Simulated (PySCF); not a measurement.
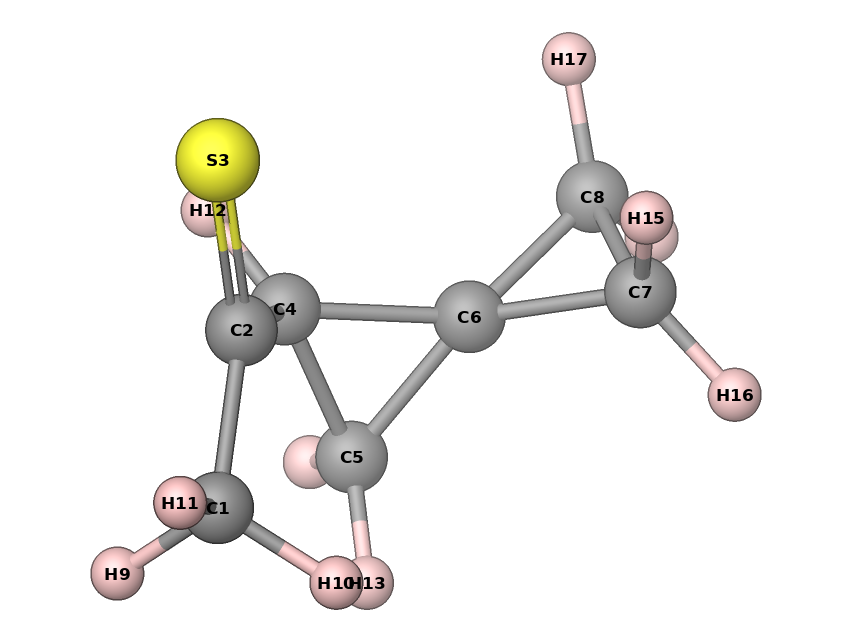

C4 lies behind C2. The molecule seen a little off the C2–C4 bond, C2 in front. Distant atoms are faded towards the background colour. Geometry: an image of a reaction path computed with GFN2-xTB, not a minimum.

Q: What is the torsion angle S3–C2–C4–C5? The sign is positive where the front bond must turn clockwise to cover the back bond.

A: 164°, antiperiplanar (anti).
